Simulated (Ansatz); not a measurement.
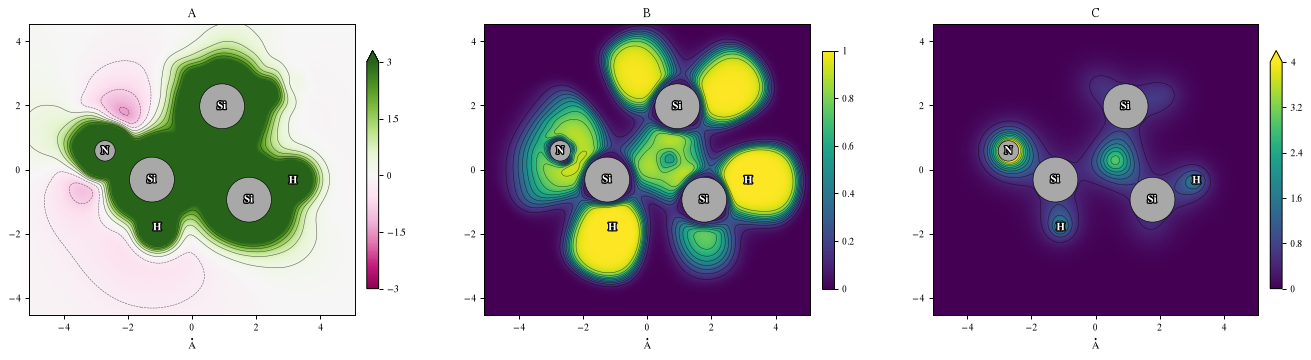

H₁₃N₃Si₃: 3 fields on the plane of atoms N3, Si1 and H9, with unlabelled colour scales. Grey discs cover the atomic cores.

A transition-state structure; geometry: PBE0-D4/def2-TZVP.

Level of theory: RKS PBE0-D4/def2-TZVPP (Ansatz).

```yaml
atoms:
  - { symbol: Si, position_ang: [-0.7434, 0.9645, 0.0049] }
  - { symbol: N, position_ang: [1.0700, 1.5872, 0.1929] }
  - { symbol: N, position_ang: [-0.9940, 1.9011, -1.4116] }
  - { symbol: H, position_ang: [1.1338, 0.1929, 0.3329] }
  - { symbol: N, position_ang: [0.3475, -0.7014, 0.2649] }
  - { symbol: Si, position_ang: [-0.0217, -1.4367, 1.8157] }
  - { symbol: Si, position_ang: [0.4825, -1.7093, -1.1622] }
  - { symbol: H, position_ang: [-1.9541, 0.0874, -0.2743] }
  - { symbol: H, position_ang: [-1.0530, 1.3551, 1.4218] }
  - { symbol: H, position_ang: [1.2437, 2.1791, 0.9940] }
  - { symbol: H, position_ang: [1.5469, 1.9696, -0.6131] }
  - { symbol: H, position_ang: [-1.8383, 1.7872, -1.9469] }
  - { symbol: H, position_ang: [-0.4677, 2.7195, -1.6665] }
  - { symbol: H, position_ang: [0.6368, -0.6355, 2.8776] }
  - { symbol: H, position_ang: [-1.4889, -1.4757, 2.0339] }
  - { symbol: H, position_ang: [0.5115, -2.8263, 1.8362] }
  - { symbol: H, position_ang: [1.4779, -2.7861, -0.9229] }
  - { symbol: H, position_ang: [-0.8284, -2.3211, -1.4928] }
  - { symbol: H, position_ang: [0.9387, -0.8518, -2.2846] }
```

> Match the panels to the quantities (electron density, electron localisation function and electrostatic potential).

Panel A: electrostatic potential (strongly positive close to the atoms, with negative regions outside electron-rich atoms). Panel B: electron localisation function. Panel C: electron density. From the grid: Si–N (1.72 Å): ρ is about 1.1 e/Å³ halfway; the ELF peaks at about 0.90 between the atoms, as expected for a polar covalent bond. Si–H (1.50 Å): the density is about 0.79 e/Å³ at the midpoint; the ELF climbs to about 1 towards the hydrogen, as it does in any bond to H.
